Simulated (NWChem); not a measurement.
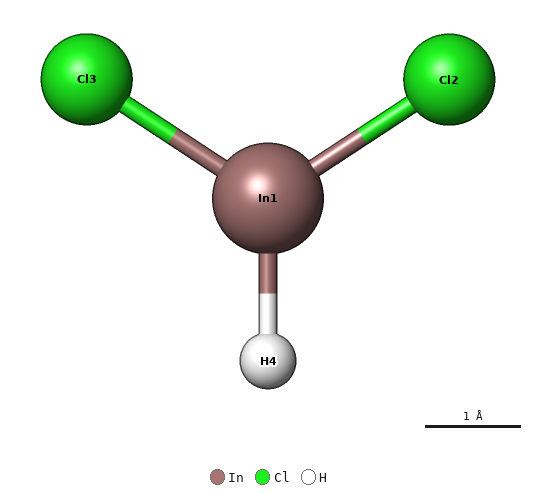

Figure 1. The input geometry (ball-and-stick view, seen on its broad side; atoms are numbered from 1 in the order of the input). Sticks mark near contacts. Bond lengths as drawn: Cl–In 2.29 Å and H–In 1.71 Å.

# Run report: InHCl2, energy and gradient calculation

- system: InHCl2, SMILES [H][In]([Cl])[Cl]
- method: PBE0/def2-SVP, RKS, core potentials def2-SVP (NWChem 7.3.0)

The geometry comes from this level: GFN2-xTB.

The program's output
```
Northwest Computational Chemistry Package (NWChem) 7.3.0
             --------------------------------------------------------

           Job information
           ---------------

    nwchem branch   = 7.3.0
    use scalapack   = T
    input           = cl2hin.nw
    prefix          = cl2hin.
    data base       = ./cl2hin.db
    status          = startup
    nproc           =        1

           Memory information
           ------------------

    heap     =     28835840 doubles =      220.0 Mbytes
    stack    =    115343357 doubles =      880.0 Mbytes
    global   =    144179200 doubles =     1100.0 Mbytes (distinct from heap & stack)
    total    =    288358397 doubles =     2200.0 Mbytes
    verify   = yes
    hardfail = no

           Directory information
           ---------------------

  0 permanent = .
  0 scratch   = .

                                NWChem Input Module
                                -------------------

                                      Cl2HIn
                                      ------

 Scaling coordinates for geometry "geometry" by  1.889725989
 (inverse scale =  0.529177249)

                             Geometry "geometry" -> ""
                             -------------------------

 Output coordinates in angstroms (scale by  1.889725989 to convert to a.u.)

  No.       Tag          Charge          X              Y              Z
 ---- ---------------- ---------- -------------- -------------- --------------
    1 In                  49.0000    -0.10199000    -0.17120000     0.00010000
    2 Cl                  17.0000     2.18227000    -0.07355000     0.01353000
    3 Cl                  17.0000    -1.10382000     1.88391000    -0.01502000
    4 H                    1.0000    -0.97646000    -1.63916000     0.00139000

      Atomic Mass
      -----------

      In               114.904100
      Cl                34.968850
      H                  1.007825

 Effective nuclear repulsion energy (a.u.)     445.8550016757

            Nuclear Dipole moment (a.u.)
            ----------------------------
        X                 Y               Z
 ---------------- ---------------- ----------------
    23.3564085065    39.2083371672    -0.0359803828

            XYZ format geometry
            -------------------
     4
 geometry
 In                   -0.10199000    -0.17120000     0.00010000
 Cl                    2.18227000    -0.07355000     0.01353000
 Cl                   -1.10382000     1.88391000    -0.01502000
 H                    -0.97646000    -1.63916000     0.00139000

 ==============================================================================
                                internuclear distances
 ------------------------------------------------------------------------------
       center one      |      center two      | atomic units |  angstroms
 ------------------------------------------------------------------------------
    2 Cl               |   1 In               |     4.32064  |     2.28639
    3 Cl               |   1 In               |     4.32056  |     2.28634
    4 H                |   1 In               |     3.22895  |     1.70869
 ------------------------------------------------------------------------------
                         number of included internuclear distances:          3
 ==============================================================================

 ==============================================================================
                                 internuclear angles
 ------------------------------------------------------------------------------
        center 1       |       center 2       |       center 3       |  degrees
 ------------------------------------------------------------------------------
    2 Cl               |   1 In               |   3 Cl               |   113.54
    2 Cl               |   1 In               |   4 H                |   123.23
    3 Cl               |   1 In               |   4 H                |   123.23
 ------------------------------------------------------------------------------
                            number of included internuclear angles:          3
 ==============================================================================

 Summary of "ao basis" -> "" (spherical)
 ------------------------------------------------------------------------------
       Tag                 Description            Shells   Functions and Types
 ---------------- ------------------------------  ------  ---------------------
 *                          def2-SVP                  on all atoms

                 ECP       "ecp basis" -> "" (cartesian)
                -----
  [basis functions not shown]

                                 NWChem DFT Module
                                 -----------------

                                      Cl2HIn

                      Basis "ao basis" -> "ao basis" (spherical)
                      -----
  [basis functions not shown]

 Summary of "ao basis" -> "ao basis" (spherical)
 ------------------------------------------------------------------------------
       Tag                 Description            Shells   Functions and Types
 ---------------- ------------------------------  ------  ---------------------
 In                         def2-SVP                10       26   4s4p2d
 Cl                         def2-SVP                 8       18   4s3p1d
 H                          def2-SVP                 3        5   2s1p

 Summary of "ao basis" -> "ao basis" (spherical)
 ------------------------------------------------------------------------------
       Tag                 Description            Shells   Functions and Types
 ---------------- ------------------------------  ------  ---------------------
 In                         def2-SVP                10       26   4s4p2d
 Cl                         def2-SVP                 8       18   4s3p1d
 H                          def2-SVP                 3        5   2s1p

  Caching 1-el integrals
  itol2e modified to match energy
  convergence criterion.
  tol_rho modified to match energy
  convergence criterion.

            General Information
            -------------------
          SCF calculation type: DFT
          Wavefunction type:  closed shell.
          No. of atoms     :     4
          No. of electrons :    56
           Alpha electrons :    28
            Beta electrons :    28
          Charge           :     0
          Spin multiplicity:     1
          Use of symmetry is: off; symmetry adaption is: off
          Maximum number of iterations: 100
          AO basis - number of functions:    67
                     number of shells:    29
          Convergence on energy requested:  1.00D-08
          Convergence on density requested:  1.00D-05
          Convergence on gradient requested:  5.00D-04

              XC Information
              --------------
                         PBE0 Method XC Functional
                     Hartree-Fock (Exact) Exchange  0.250
          PerdewBurkeErnzerhof Exchange Functional  0.750
            Perdew 1991 LDA Correlation Functional  1.000 local
           PerdewBurkeErnz. Correlation Functional  1.000 non-local

             Grid Information
             ----------------
          Grid used for XC integration:  xfine
          Radial quadrature: Mura-Knowles
          Angular quadrature: Lebedev.
          Tag              B.-S. Rad. Rad. Pts. Rad. Cut. Ang. Pts.
          ---              ---------- --------- --------- ---------
          In                  1.55      205           8.0      1454
          Cl                  1.00      125          10.0      1454
          H                   0.35      100          10.0      1202
          Grid pruning is: on
          Number of quadrature shells:   555
          Spatial weights used:  Erf1

          Convergence Information
          -----------------------
          Convergence aids based upon iterative change in
          total energy or number of iterations.
          Levelshifting, if invoked, occurs when the
          HOMO/LUMO gap drops below (HL_TOL):  1.00D-02
          DIIS, if invoked, will attempt to extrapolate
          using up to (NFOCK): 10 stored Fock matrices.

                    Damping( 0%)  Levelshifting(0.5)       DIIS
                  --------------- ------------------- ---------------
          dE  on:    start            ASAP                start
          dE off:    2 iters        100 iters           100 iters

      Screening Tolerance Information
      -------------------------------
          Density screening/tol_rho:  1.00D-11
          AO Gaussian exp screening on grid/accAOfunc:  18
          CD Gaussian exp screening on grid/accCDfunc:  20
          XC Gaussian exp screening on grid/accXCfunc:  20
          Schwarz screening/accCoul:  1.00D-09

      Superposition of Atomic Density Guess
      -------------------------------------

 Sum of atomic energies:       -1137.19661931

      Non-variational initial energy
      ------------------------------

 Total energy =   -1108.632044
 1-e energy   =   -2037.868320
 2-e energy   =     712.392439
 HOMO         =      -0.381419
 LUMO         =      -0.010936

   Time after variat. SCF:      0.3

     ---------------------------------------------
      Total Density - Mulliken Population Analysis
     ---------------------------------------------

    Atom       Charge   Shell Charges
 -----------   ------   -------------------------------------------------------
    1 In  21    19.80  -0.60  2.60  0.72  0.31  2.76  3.23  0.55  0.17  9.70  0.37
    2 Cl  17    17.56   2.00  1.99  1.23  0.72  5.94  2.20  3.47  0.01
    3 Cl  17    17.56   2.00  1.99  1.23  0.72  5.94  2.20  3.47  0.01
    4 H    1     1.08   0.61  0.47  0.01
   Time prior to 1st pass:      0.3

 Grid_pts file          = ./cl2hin.gridpts.0
 Record size in doubles =  12289        No. of grid_pts per rec  =   3070
 Max. records in memory =    290        Max. recs in file   = *********

           Memory utilization after 1st SCF pass:
           Heap Space remaining (MW):        0.00                  46
          Stack Space remaining (MW):      115.34           115342860

   convergence    iter        energy       DeltaE   RMS-Dens  Diis-err    time
 ---------------- ----- ----------------- --------- --------- ---------  ------
 d= 0,ls=0.0,diis     1  -1110.5691288651 -1.33D+03  2.11D-02  3.50D-01     1.4
 d= 0,ls=0.0,diis     2  -1110.5602362490  8.89D-03  1.08D-02  4.03D-01     2.4
 d= 0,ls=0.0,diis     3  -1110.6255491119 -6.53D-02  1.22D-03  8.30D-03     3.5
 d= 0,ls=0.0,diis     4  -1110.6265940202 -1.04D-03  1.76D-04  1.69D-04     4.5
 d= 0,ls=0.0,diis     5  -1110.6266191133 -2.51D-05  3.09D-05  5.11D-06     5.5
 d= 0,ls=0.0,diis     6  -1110.6266197641 -6.51D-07  6.03D-06  9.06D-08     6.6
 d= 0,ls=0.0,diis     7  -1110.6266197806 -1.65D-08  1.80D-06  8.82D-09     7.6
 d= 0,ls=0.0,diis     8  -1110.6266197822 -1.61D-09  2.23D-07  1.61D-10     8.7

         Total DFT energy =    -1110.626619782203
      One electron energy =    -2038.766432311883
           Coulomb energy =      784.666008828428
    Exchange-Corr. energy =      -73.370033142895
 Nuclear repulsion energy =      216.843836844147

 Numeric. integr. density =       56.000000010792

     Total iterative time =      8.4s

     ---------------------------------------------
      Total Density - Mulliken Population Analysis
     ---------------------------------------------

    Atom       Charge   Shell Charges
 -----------   ------   -------------------------------------------------------
    1 In  21    20.40  -0.60  2.60  0.92  0.13  2.78  3.23  0.97  0.21  9.65  0.51
    2 Cl  17    17.27   2.00  1.99  1.26  0.70  5.93  2.12  3.26  0.01
    3 Cl  17    17.27   2.00  1.99  1.26  0.70  5.93  2.12  3.26  0.01
    4 H    1     1.07   0.65  0.41  0.01

     -------------------------------------------
      Total Density - Lowdin Population Analysis
     -------------------------------------------

    Atom       Charge   Shell Charges
 -----------   ------   -------------------------------------------------------
    1 In  21    20.85   0.54  1.38  0.68  0.40  2.85  3.03  1.06  0.51  9.39  1.01
    2 Cl  17    17.03   2.00  1.96  1.04  0.78  5.82  2.24  3.17  0.01
    3 Cl  17    17.03   2.00  1.96  1.04  0.78  5.82  2.24  3.17  0.01
    4 H    1     1.08   0.57  0.48  0.03

 center of mass
 --------------
 x =   0.25429232 y =   0.42688105 z =  -0.00039871

 moments of inertia (a.u.)
 ------------------
         431.755725419187         286.972036619602          -5.767243046174
         286.972036619602         742.581503879958           3.641393524935
          -5.767243046174           3.641393524935        1174.235202287779

     Multipole analysis of the density
     ---------------------------------

     L   x y z        total         alpha         beta         nuclear
     -   - - -        -----         -----         ----         -------
     0   0 0 0      0.000000    -28.000000    -28.000000     56.000000

     1   1 0 0     -0.456342    -14.604639    -14.604639     28.752937
     1   0 1 0     -0.765951    -24.516439    -24.516439     48.266928
     1   0 0 1      0.000549      0.020910      0.020910     -0.041272

     2   2 0 0    -40.157390   -203.710270   -203.710270    367.263150
     2   1 1 0      1.366885     65.164028     65.164028   -128.961170
     2   1 0 1     -0.045487     -1.419426     -1.419426      2.793365
     2   0 2 0    -38.676624   -133.129016   -133.129016    227.581408
     2   0 1 1      0.030682      0.909166      0.909166     -1.787649
     2   0 0 2    -33.632708    -16.828762    -16.828762      0.024817

            General Information
            -------------------
          SCF calculation type: DFT
          Wavefunction type:  closed shell.
          No. of atoms     :     4
          No. of electrons :    56
           Alpha electrons :    28
            Beta electrons :    28
          Charge           :     0
          Spin multiplicity:     1
          Use of symmetry is: off; symmetry adaption is: off
          Maximum number of iterations: 100
          AO basis - number of functions:    67
                     number of shells:    29
          Convergence on energy requested:  1.00D-08
          Convergence on density requested:  1.00D-05
          Convergence on gradient requested:  5.00D-04

              XC Information
              --------------
                         PBE0 Method XC Functional
                     Hartree-Fock (Exact) Exchange  0.250
          PerdewBurkeErnzerhof Exchange Functional  0.750
            Perdew 1991 LDA Correlation Functional  1.000 local
           PerdewBurkeErnz. Correlation Functional  1.000 non-local

             Grid Information
             ----------------
          Grid used for XC integration:  xfine
          Radial quadrature: Mura-Knowles
          Angular quadrature: Lebedev.
          Tag              B.-S. Rad. Rad. Pts. Rad. Cut. Ang. Pts.
          ---              ---------- --------- --------- ---------
          In                  1.55      205           8.0      1454
          Cl                  1.00      125          10.0      1454
          H                   0.35      100          10.0      1202
          Grid pruning is: on
          Number of quadrature shells:   555
          Spatial weights used:  Erf1

          Convergence Information
          -----------------------
          Convergence aids based upon iterative change in
          total energy or number of iterations.
          Levelshifting, if invoked, occurs when the
          HOMO/LUMO gap drops below (HL_TOL):  1.00D-02
          DIIS, if invoked, will attempt to extrapolate
          using up to (NFOCK): 10 stored Fock matrices.

                    Damping( 0%)  Levelshifting(0.5)       DIIS
                  --------------- ------------------- ---------------
          dE  on:    start            ASAP                start
          dE off:    2 iters        100 iters           100 iters

      Screening Tolerance Information
      -------------------------------
          Density screening/tol_rho:  1.00D-11
          AO Gaussian exp screening on grid/accAOfunc:  18
          CD Gaussian exp screening on grid/accCDfunc:  20
          XC Gaussian exp screening on grid/accXCfunc:  20
          Schwarz screening/accCoul:  1.00D-09

                            NWChem DFT Gradient Module
                            --------------------------

                                      Cl2HIn

  charge          =   0.00
  wavefunction    = closed shell

                         DFT ENERGY GRADIENTS

    atom               coordinates                        gradient
                 x          y          z           x          y          z
   1 In     -0.192733  -0.323521   0.000189    0.010119   0.017008  -0.000017
   2 Cl      4.123892  -0.138989   0.025568   -0.016744  -0.001017  -0.000096
   3 Cl     -2.085917   3.560074  -0.028384    0.007084  -0.015221   0.000111
   4 H      -1.845242  -3.097563   0.002627   -0.000459  -0.000770   0.000002

                 ----------------------------------------
                 |  Time  |  1-e(secs)   |  2-e(secs)   |
                 ----------------------------------------
                 |  CPU   |       0.02   |       1.36   |
                 ----------------------------------------
                 |  WALL  |       0.02   |       1.36   |
                 ----------------------------------------

 Task  times  cpu:       11.1s     wall:       11.1s
 Total times  cpu:       11.1s     wall:       11.1s
```

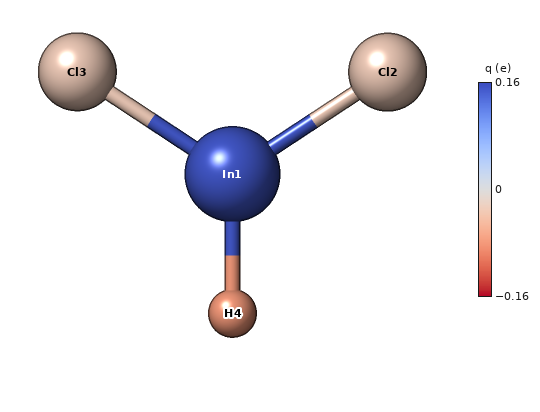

Figure 2. Löwdin charges, as the colour of each atom (ball-and-stick view, seen on its broad side; atoms are numbered from 1 in the order of the input). By element: In +0.15, Cl −0.03 and H −0.08 e.

This output came from the following input.

The input
```
start cl2hin
title "Cl2HIn"
memory stack 880 mb heap 220 mb global 1100 mb
charge 0

geometry noautosym nocenter noautoz
   In    -0.101990    -0.171200     0.000100
   Cl     2.182270    -0.073550     0.013530
   Cl    -1.103820     1.883910    -0.015020
   H     -0.976460    -1.639160     0.001390
end

basis "ao basis" spherical bse
   * library def2-SVP
end

ecp bse
   In library def2-SVP
end

dft
   xc pbe0
   grid xfine
   convergence energy 1e-08
   maxiter 100
   mulliken
   noprint "final vectors analysis"
end

task dft gradient
```

Run as:
```bash
nwchem cl2hin.nw > cl2hin.out
```

Summary

- outcome: converged
- total energy: −1110.626620 hartree
- basis functions: 67
- largest force: 1.018 eV/Å
- dipole moment: 2.27 D
- hardware: 1 thread of AMD EPYC (Zen 5), 16 GiB of memory available, shared host
- wall time: 12 s
- peak memory: 0.13 GiB
